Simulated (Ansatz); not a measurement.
Stretching the B1–H2 bond in CH5BO (SMILES BOC) (multiplicity 1 held, fragments rigid). Energies count from the point at 1.192 Å.
Geometry at that point (charge 0, multiplicity 1):
| atom | x (Å) | y (Å) | z (Å) |
|---|---|---|---|
| B | -0.2960 | 0.1129 | 1.2719 |
| H | -1.1841 | 0.5267 | 1.9515 |
| H | 0.6968 | -0.3789 | 1.7308 |
| O | -0.4473 | 0.2180 | -0.0567 |
| C | 0.5353 | -0.2356 | -0.9832 |
| H | 1.3962 | -0.6649 | -0.4663 |
| H | 0.0826 | -0.9869 | -1.6307 |
| H | 0.8558 | 0.6097 | -1.5925 |

R- and RO- levels are restricted; in cc, def2 and unpolarised 6-31G sets they are followed outwards from rest. U- levels take the lowest unrestricted solution at each point, which mixes spins at long bonds. Active spaces are followed from a long bond inwards. Curves can end on different states.

Correlated levels freeze the cores.

Programs: Ansatz (Gaussian orbitals). Each number belongs to the level named beside it.

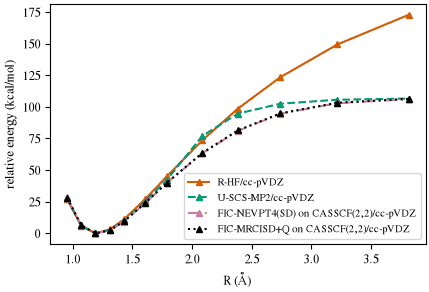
Figure. Relative energy along the coordinate

Doubts at one or more of the structures used: a restricted determinant that unrestricted orbitals would lower (R-HF/cc-pVDZ); a spin-contaminated determinant (U-SCS-MP2/cc-pVDZ).

Ansatz is a program for electronic structure.
